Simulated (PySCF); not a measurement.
Input file:

```
{"job": {"kind": "uv", "xc": "PBE0", "basis": "def2-SVPD", "nstates": 8, "ntriplets": 3}, "charge": 0, "multiplicity": 1}
C     -2.308315    -1.323840     0.305320
C     -1.394817    -0.352464     0.291940
C     -1.777047     1.088509     0.099592
Al     0.430141    -1.116724     0.536053
N      2.023839    -0.312090     0.446372
C      2.577781     0.915258    -0.119219
H     -1.997723    -2.353943     0.453811
H     -3.372037    -1.163033     0.181284
H     -2.837596     1.196414    -0.130530
H     -1.193480     1.529741    -0.708840
H     -1.554879     1.653733     1.005475
H      0.473407    -2.629181     0.829628
H      2.775263    -0.847890     0.881460
H      3.058490     1.531154     0.647968
H      1.772118     1.494535    -0.566768
H      3.317257     0.698763    -0.897473
```

Run with:

```sh
OMP_NUM_THREADS=1 python probes_run.py task.json out
```

Geometry: GFN2-xTB.

The calculation used PBE0/def2-SVPD, SCF density, gas phase (PySCF).

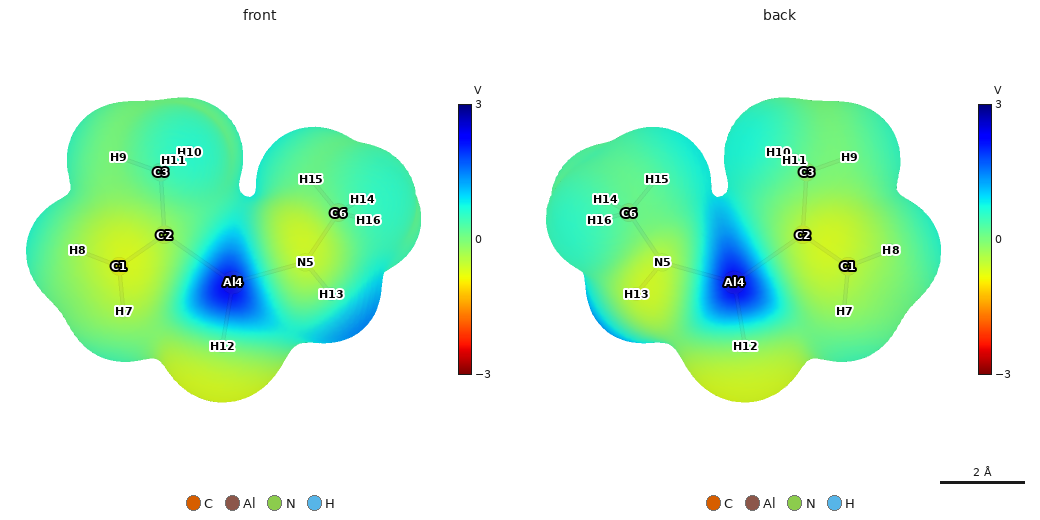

C₄H₁₀AlN (SMILES C=[C](C)[AlH][NH]C). The molecular electrostatic potential painted on the density surface at 0.002 e/bohr³, seen from the front and from behind; the colour scale runs from red (negative) to blue (positive).

### Where is the surface potential most negative and most positive?

The most negative region (about −0.7 V) lies over C1, C2, N5 and H12, the most positive (about +2.1 V) over Al4.

### What dipole moment does the calculation give?

Its dipole moment is 1.27 D.
